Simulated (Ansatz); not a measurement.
The calculation's input:

```
crystal:
  periodic: [false, false, false]
  atoms:
    - {symbol: Si, position_ang: [-1.514189, 1.154530, -1.110141]}
    - {symbol: Si, position_ang: [1.736621, -1.469206, -1.323378]}
    - {symbol: Si, position_ang: [-1.505847, -1.163813, 1.108367]}
    - {symbol: Si, position_ang: [1.726149, 1.478616, 1.323995]}
    - {symbol: Al, position_ang: [-3.512769, -0.004489, 0.004217]}
    - {symbol: Si, position_ang: [-0.043558, -2.496113, -0.170521]}
    - {symbol: Si, position_ang: [-0.054872, 2.495562, 0.163747]}
    - {symbol: Si, position_ang: [3.004171, 0.007365, 0.002379]}
    - {symbol: H, position_ang: [-2.314318, 2.093114, -2.000943]}
    - {symbol: H, position_ang: [-0.789127, 0.198838, -2.019256]}
    - {symbol: H, position_ang: [2.643875, -2.579961, -1.794834]}
    - {symbol: H, position_ang: [1.239423, -0.738354, -2.540941]}
    - {symbol: H, position_ang: [-2.304501, -2.108942, 1.993234]}
    - {symbol: H, position_ang: [-0.784738, -0.210537, 2.022766]}
    - {symbol: H, position_ang: [1.230730, 0.746990, 2.541858]}
    - {symbol: H, position_ang: [2.626745, 2.594673, 1.795723]}
    - {symbol: H, position_ang: [-4.260455, -0.945752, -1.056850]}
    - {symbol: H, position_ang: [-4.256338, 0.929831, 1.075194]}
    - {symbol: H, position_ang: [-0.885849, -3.279071, -1.147713]}
    - {symbol: H, position_ang: [0.573199, -3.483497, 0.794291]}
    - {symbol: H, position_ang: [0.561914, 3.478915, -0.805136]}
    - {symbol: H, position_ang: [-0.897904, 3.282778, 1.136820]}
    - {symbol: H, position_ang: [3.890297, 0.820881, -0.907484]}
    - {symbol: H, position_ang: [3.891337, -0.802371, 0.914586]}
basis:
  gaussian: {orbitals: def2-SVP, initial_orbitals: start.molden}
magnetization: {spin_polarized: true, initial_magnetization: 1}
hamiltonian: {xc: pbe0, dispersion: d4}
scf: {omitted_lower_state_checks: [starts]}
output: {orbitals: {seedname: orbitals}}
```

Command:

```sh
ansatz run in.yaml --threads 4 --pin off --events-out ev --progress --plain --max-ram 6963MiB
```

Geometry: PBE-D4/def2-SVP.

The calculation used UKS PBE0-D4/def2-SVP in Ansatz.

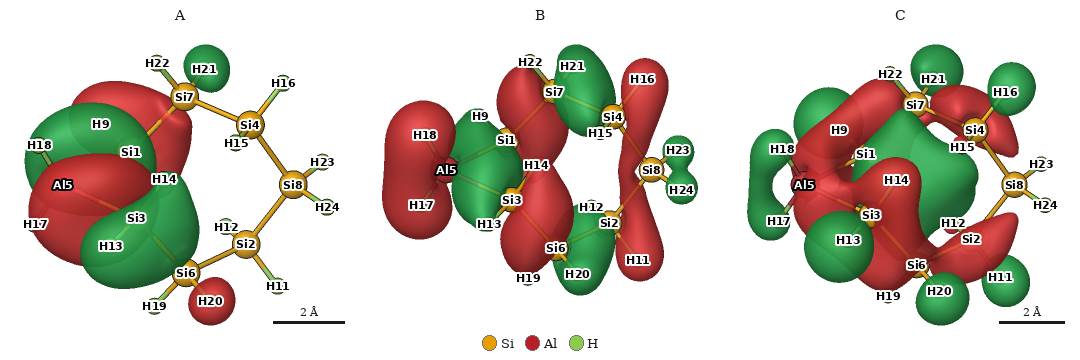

AlH16Si7 (doublet). Three frontier orbitals at ±0.05 Å⁻³ᐟ² (green and red are the two phases), in no order.

> Which picture is the HOMO−1, the HOMO and the LUMO? All are α orbitals.

B is the HOMO−1 (α) (−8.00 eV). Its weight (Hirshfeld) is mainly on Al5 (about 15 %), Si1 (about 15 %), Si3 (about 15 %), Si7 (about 10 %), Si6 (about 10 %), H17 (about 5 %) and H18 (about 5 %). A is the HOMO (α) (−6.69 eV). By Hirshfeld shares it lies mainly on Si1 (about 25 %), Si3 (about 25 %) and Al5 (about 25 %). C is the LUMO (α) (−1.16 eV). Its weight (Hirshfeld) is mainly on Si1 (about 15 %), Si3 (about 15 %), Si7 (about 10 %), Si6 (about 10 %) and Al5 (about 10 %).

> What is the gap between the highest occupied and lowest empty α orbitals?

5.53 eV between the orbital energies.
